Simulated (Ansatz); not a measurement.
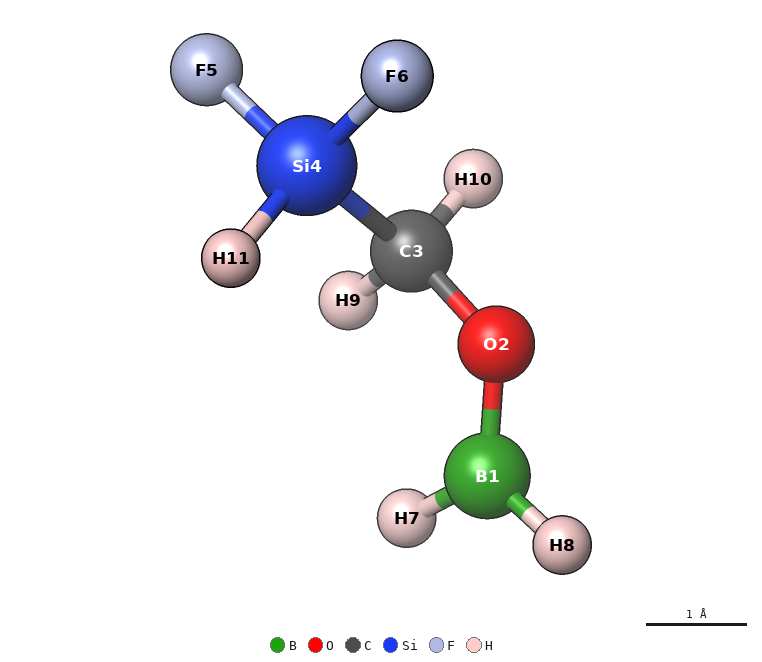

Orthographic view. Depth is shown by fading: the farther an atom, the more it takes the colour of the background. The geometry was computed by an optimisation with PBE0-D4/def2-TZVP. No frequency run is at hand to confirm it as a minimum.

Write a Z-matrix (Å, degrees) in the order of the atom numbers, with these reference atoms: 2 to 1; 3 to 2, 1; 4 to 3, 2, 1; 5 to 4, 3, 2; 6 to 4, 5, 3; 7 to 1, 2, 3; 8 to 1, 7, 2; 9 to 3, 2, 1; 10 to 3, 9, 2; 11 to 4, 6, 5.

```
B  
O    1   1.343
C    2   1.423   1   122.3
Si   3   1.870   2   109.1   1   116.1
F    4   1.588   3   108.0   2  -176.2
F    4   1.585   5   107.5   3   118.7
H    1   1.203   2   120.0   3     1.1
H    1   1.195   7   123.4   2   180.0
H    3   1.097   2   111.0   1    -5.7
H    3   1.095   9   107.6   2   118.6
H    4   1.475   6   108.4   5  -118.0
```
